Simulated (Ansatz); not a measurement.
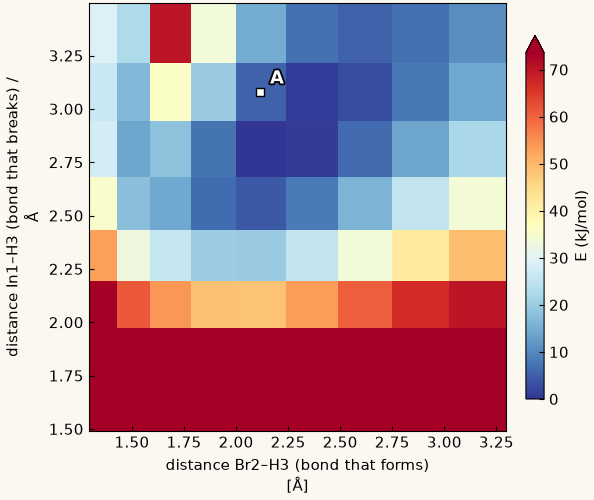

The reacting system BrClHIn (fragments BrClHIn where the first distance is long, ClIn + BrH where the second is long). 
- Coordinates scanned: (1) distance Br2–H3 (bond that forms); (2) distance In1–H3 (bond that breaks).
- Relaxed at each point: all other coordinates.
- Grid: 9 × 9 points.
- Points are written as (first, second).
- All energies are given in kJ/mol relative to the lowest grid point.
- Energies and slopes of some neighbouring points disagree (a jump in structure or state, or too coarse a mesh). The reference is spin-restricted, so regions where a bond is pulled apart into radicals lie too high.
- All numbers below come from Ansatz, RKS PBE0-D4/def2-SVP.

Drawn: one coloured cell a grid point, one colour for all values above the top of the scale, the point A.

> Which way does the force act at A, and how strong is it?

A, at (2.116 Å, 3.080 Å), is not a stationary point. The computed force is 37 kJ/mol for each Å towards larger values of the first coordinate and 32 kJ/mol for each Å towards smaller values of the second coordinate.
